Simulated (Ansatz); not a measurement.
# A ladder of methods for SnS (SMILES [S][Sn])

SnS: 2 atoms, total charge 0, spin state singlet. SMILES: `[S][Sn]`. The bond length is the measured one. The run starts from this shape.

```xyz
2

S     0.0000    0.0000    0.0000
Sn    0.0000    0.0000    2.2090
```

Each level gives the adiabatic ionisation energy (to the doublet cation, no zero-point term) (eV). The values are calculated.

```json
{"level": "SVWN5/def2-TZVP (core potential)", "kind": "LDA", "program": "Ansatz", "value (eV)": "9.58"}
{"level": "PBE-D3(BJ)/def2-TZVP (core potential)", "kind": "GGA", "program": "Ansatz", "value (eV)": "9.16"}
{"level": "r2SCAN/def2-TZVP (core potential)", "kind": "meta-GGA", "program": "Ansatz", "value (eV)": "9.21"}
{"level": "B3LYP-D4/def2-TZVP (core potential)", "kind": "global hybrid", "program": "Ansatz", "value (eV)": "9.13"}
{"level": "wB97X-V/def2-TZVP (core potential)", "kind": "range-separated hybrid", "program": "Ansatz", "value (eV)": "9.07"}
```

Spin-orbit coupling, which can split open shells on such heavy atoms by tenths of an eV, is left out. The values span 9.07 to 9.58 eV.

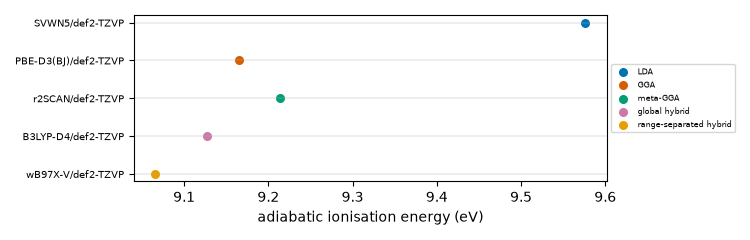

The values of the table, level by level.
